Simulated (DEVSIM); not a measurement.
Structure: illuminated Ge n-on-p cell, one wavelength, at 300 K.

| layer (left to right) | material | thickness (μm) | Nd (cm⁻³) | Na (cm⁻³) | τn (s) | τp (s) | absorption coefficient (cm⁻¹) |
|---|---|---|---|---|---|---|---|
| 1 | Ge | 0.0520 | 7e17 | - | 7.8e-6 | 3.1e-6 | 5900 |
| 2 | Ge | 140 | - | 2.9e16 | 0.00028 | 0.00028 | 5900 |

Left contact: ohmic, minority hole recombination velocity 10000 cm/s. Right contact: ohmic, minority electron recombination velocity 4000 cm/s. Voltage is applied to the left contact. Recombination: SRH at mid-gap, radiative, Auger. Light enters at the left, 3e16 photons cm⁻² s⁻¹, one pass, no reflection. Mobility is μmin + (μ − μmin)/(1 + (N/Nref)^α).

Constants are typed, rounded textbook-type inputs, not results; the design itself was drawn at random and stands for no fabricated device. Values at 300 K.

```csv
parameter,Ge
gap (eV),0.664
affinity (eV),4
permittivity,16
Nc (cm⁻³),1.04e19
Nv (cm⁻³),6e18
μn (cm²/Vs),3900
μp (cm²/Vs),1900
"μn,min",150
"μp,min",100
"Nref,n",2.6e17
"Nref,p",4e17
αn,0.56
αp,0.6
B (cm³/s),6.4e-14
Cn (cm⁶/s),1e-31
Cp (cm⁶/s),1e-31
```

Simulated with DEVSIM: 1D drift-diffusion, Boltzmann statistics, complete ionisation; no tunnelling, impact ionisation, image-force lowering or self-heating.

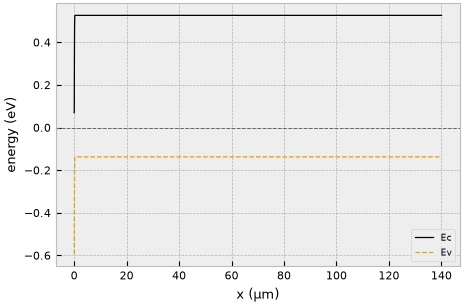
Fig. 1. Band edges at zero bias, in the dark

Energies count from the Fermi level of the right contact; mesh points crowd at the junctions.

```csv
x (μm),Ec (eV),Ev (eV),n (cm⁻³),p (cm⁻³),field (V/cm)
0.000,0.070,-0.594,7.0e17,6.2e8,23
0.01928,0.070,-0.594,6.9e17,6.3e8,330
0.03939,0.076,-0.588,5.5e17,7.9e8,10000
0.05866,0.149,-0.515,3.3e16,1.3e10,50000
0.1166,0.373,-0.291,5.7e12,7.6e13,29000
0.2204,0.517,-0.147,2.2e10,2.0e16,3100
0.4458,0.526,-0.138,1.5e10,2.9e16,≈ 0
1.235,0.526,-0.138,1.5e10,2.9e16,≈ 0
2.649,0.526,-0.138,1.5e10,2.9e16,≈ 0
5.956,0.526,-0.138,1.5e10,2.9e16,≈ 0
12.90,0.526,-0.138,1.5e10,2.9e16,≈ 0
37.22,0.526,-0.138,1.5e10,2.9e16,≈ 0
78.12,0.526,-0.138,1.5e10,2.9e16,≈ 0
111.5,0.526,-0.138,1.5e10,2.9e16,≈ 0
130.2,0.526,-0.138,1.5e10,2.9e16,≈ 0
135.5,0.526,-0.138,1.5e10,2.9e16,≈ 0
138.1,0.526,-0.138,1.5e10,2.9e16,≈ 0
139.2,0.526,-0.138,1.5e10,2.9e16,≈ 0
139.8,0.526,-0.138,1.5e10,2.9e16,≈ 0
139.9,0.526,-0.138,1.5e10,2.9e16,≈ 0
140.0,0.526,-0.138,1.5e10,2.9e16,≈ 0
140.1,0.526,-0.138,1.5e10,2.9e16,≈ 0
```
